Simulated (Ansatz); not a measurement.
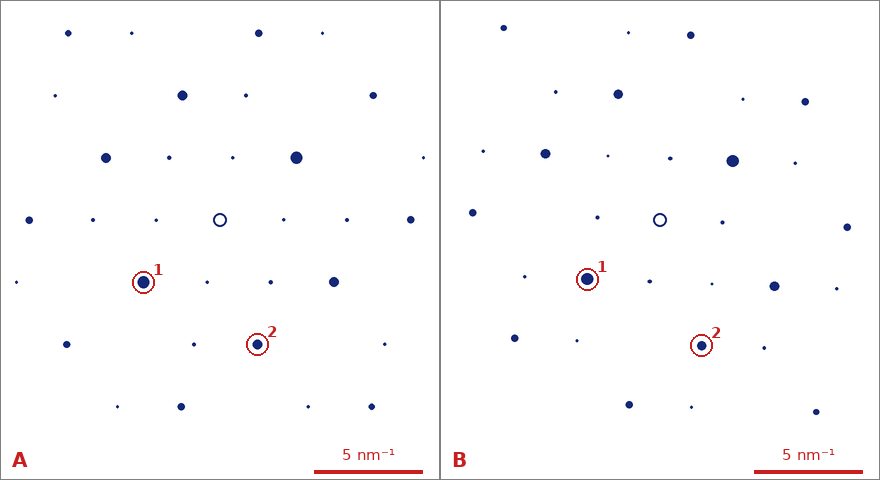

Kinematic electron diffraction patterns (120 kV, B = 0.5 Å², same scale) along [100] of the run's own cell, for the start and the end of one relaxation of AlSi2 with DFT PBE, scalar-relativistic, plane waves, PAW (Ansatz 0.2.0). k mesh 8×8×10. The start is a generated model structure, and the relaxation ends in the nearest stationary point of its symmetry, not necessarily the ground state. Spot 1 is 0 0 -2 and spot 2 is 0 3 -1 in both.

Start structure:

```
Al Si
1.0
     5.34517    0.00000    0.00000
     0.00000    5.34517    0.00000
     0.00000    0.00000    4.34321
Al Si
2 4
Cartesian
  0.0000 0.0000 0.0000
  2.6726 2.6726 2.1716
  1.7635 1.7635 0.0000
  0.9090 4.4361 2.1716
  3.5816 3.5816 0.0000
  4.4361 0.9090 2.1716
```

### Which pattern belongs to the start structure, and which to the relaxed one?

A is the start: its cell gives d(1) = 2.172 Å, d(2) = 1.648 Å and an angle of 67.7°. B is the relaxed structure, with d(1) = 2.286 Å (+5.3 %), d(2) = 1.618 Å (-1.8 %) and 69.3°.

### Summarise the relaxation behind the change.

The volume changed by -0.7 % to 20.53 Å³ an atom; with the mean shift removed, the atoms moved by up to 0.05 Å relative to the cell (Si most); the space group stayed P4_2/mnm (No. 136); the free energy fell by 13 meV an atom. Relaxed cell: a = 5.191 Å, b = 5.191 Å, c = 4.572 Å, α = 90.00°, β = 90.00°, γ = 90.00°.
